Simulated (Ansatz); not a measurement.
# H$_{10}$O$_{3}$Si$_{4}$···H$_{2}$O: what the fields show

The calculation's input:

```
crystal:
  periodic: [false, false, false]
  atoms:
    - {symbol: Si, position_ang: [-0.802444, -0.330605, 0.232408]}
    - {symbol: O, position_ang: [-0.384644, -0.278735, -1.351638]}
    - {symbol: Si, position_ang: [0.444009, -1.264287, -2.380369]}
    - {symbol: O, position_ang: [-0.002935, 0.802059, 1.059389]}
    - {symbol: Si, position_ang: [0.304923, 2.397494, 1.289356]}
    - {symbol: O, position_ang: [-0.366211, -1.785897, 0.806769]}
    - {symbol: Si, position_ang: [0.607451, -2.475454, 1.935029]}
    - {symbol: H, position_ang: [-2.256437, -0.161911, 0.343358]}
    - {symbol: H, position_ang: [-1.059094, 1.641983, -1.783011]}
    - {symbol: O, position_ang: [-1.446157, 2.386243, -1.307977]}
    - {symbol: H, position_ang: [-0.336091, -2.494941, -2.660046]}
    - {symbol: H, position_ang: [0.647015, -0.502612, -3.636981]}
    - {symbol: H, position_ang: [1.760273, -1.632672, -1.800602]}
    - {symbol: H, position_ang: [1.164641, 2.482532, 2.497892]}
    - {symbol: H, position_ang: [1.057873, 2.959871, 0.140077]}
    - {symbol: H, position_ang: [-0.940116, 3.164805, 1.523351]}
    - {symbol: H, position_ang: [0.378728, -3.939568, 1.888709]}
    - {symbol: H, position_ang: [0.278803, -1.958640, 3.287577]}
    - {symbol: H, position_ang: [2.031942, -2.185016, 1.630307]}
    - {symbol: H, position_ang: [-1.081629, 3.175451, -1.713699]}
basis:
  gaussian: {orbitals: def2-TZVPP}
hamiltonian: {xc: pbe0, dispersion: d4}
output: {orbitals: {seedname: orbitals}}
```

Run with:

```sh
ansatz run in.yaml --threads 4 --pin off --events-out ev --progress --plain --max-ram 63488MiB --backend cuda --devices 0, --max-vram 37GiB
```

The reactant side of a reaction path; geometry: PBE0-D4/def2-TZVP.

All numbers below come from RKS PBE0-D4/def2-TZVPP (Ansatz).

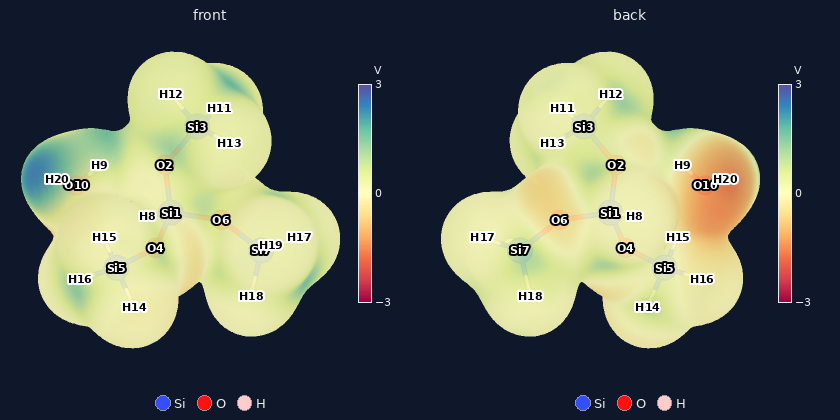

Figure 1. The electrostatic potential painted on the density surface at 0.002 e/bohr³, seen from the front and from behind; the colour scale runs from red (negative) to blue (positive).

**Where is the surface potential most negative and most positive?**

The most negative region (about −1.5 V) lies over O10, the most positive (about +2.3 V) over H20. O10 is the likeliest acceptor of a hydrogen bond.

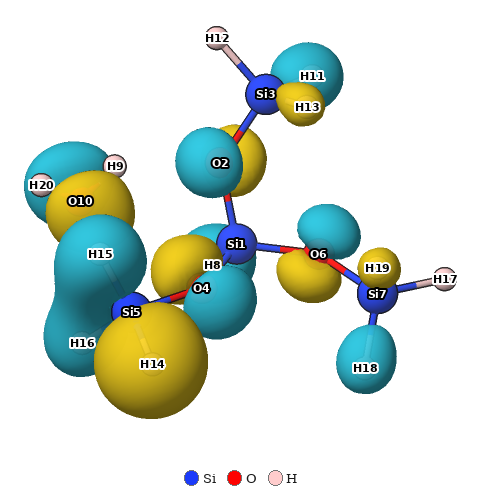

Figure 2. The HOMO at ±0.08 Å⁻³ᐟ² (yellow and cyan are the two phases), seen at a tilt.

**What is the character of this orbital?**

It lies mainly on O10 (about 20 %), Si5 (about 15 %), H14 (about 15 %), O4 (about 10 %) and O2 (about 5 %). Its energy is −8.72 eV.
